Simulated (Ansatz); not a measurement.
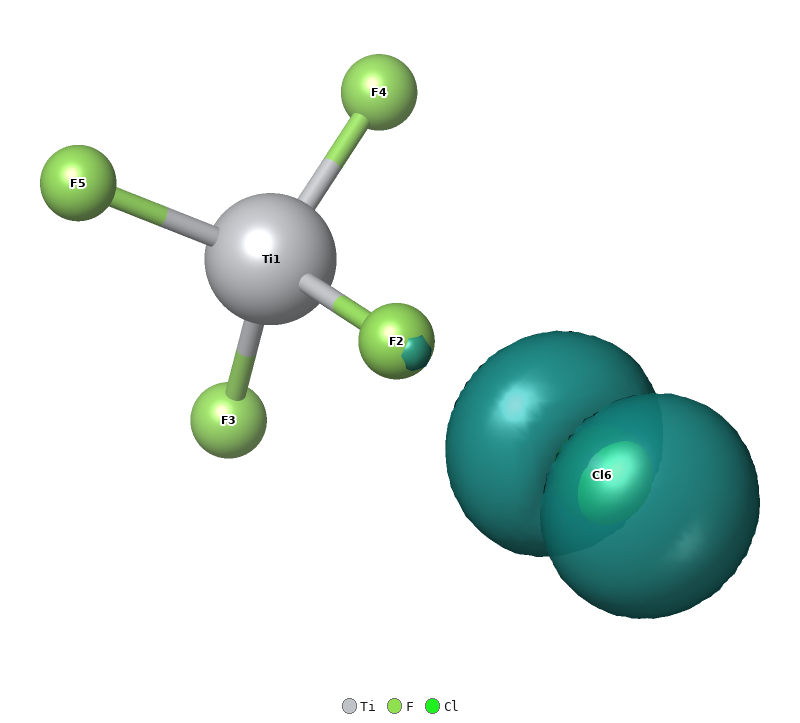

F₄Ti···Cl (doublet). Isosurface of the spin density (α minus β) at +0.05 e/Å³ (teal), seen at an oblique angle.

All numbers below come from Ansatz 0.2.0, UKS BHLYP/def2-SVP.

```yaml
atoms:
  - { symbol: Ti, position_ang: [0.0004, 0.0000, -0.0687] }
  - { symbol: F, position_ang: [0.0005, 0.0000, 1.6558] }
  - { symbol: F, position_ang: [1.6191, 0.0000, -0.6418] }
  - { symbol: F, position_ang: [-0.8089, 1.4018, -0.6417] }
  - { symbol: F, position_ang: [-0.8089, -1.4018, -0.6417] }
  - { symbol: Cl, position_ang: [-0.0003, 0.0000, 4.4699] }
```

Q: Describe the spin distribution.

A: The unpaired spin (1 electron) lies mostly on Cl6 (about 1.0), in electrons by Hirshfeld's partition.
